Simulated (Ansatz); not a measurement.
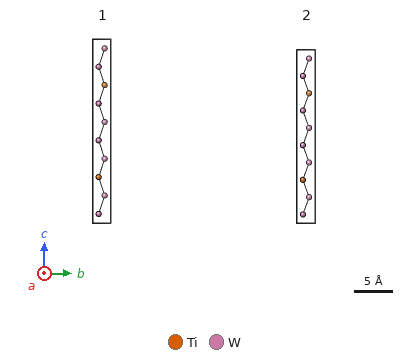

Two geometries of solid TiW4 (a generated structure, set up in P6_3/mmc), drawn at one scale. One is the start of a relaxation, the other its converged end. The picture is a ball-and-stick view of the cell of the calculation, seen along the a axis.

Theory: DFT PBE, scalar-relativistic, plane waves, PAW (Ansatz). Settings: plane-wave cutoff 420 eV; k-point mesh 12 × 12 × 2; occupations gaussian; smearing width 0.1 eV; no spin polarisation; cell and atoms relaxed; force threshold 0.01 eV/Å; at most 80 steps.

Question: Which of the two is the end point?

Answer: Structure 1 is the relaxed one. The atoms keep their places relative to the cell (all moves are under 0.005 Å). The volume changes by −0.9 %, with a = b 2.881 → 2.782 Å (−3.4 %), c 23.259 → 24.705 Å (+6.2 %). Near-neighbour distances that change, for instance: Ti–Ti 2.881 → 2.782 Å, W–W 2.881 → 2.782 Å, W–W 2.859 → 2.948 Å, Ti–W 2.859 → 2.946 Å. The space group stays P6_3/mmc (No. 194). After 5 accepted moves (6 points after the start) the energy has fallen by 48.3 meV per atom. Largest force component: 0.21 eV/Å at the start, 0.00053 eV/Å at the end. The pressure goes from −3.44 to 0.01 GPa. The SCF was repeated once at an unchanged geometry on a basis and grid sized afresh for the cell, which shifted the energy by less than 0.05 meV per atom at most. Cost: 4.1 min on 1 thread of Arm Neoverse V1, on a shared host, peak memory 0.67 GiB.
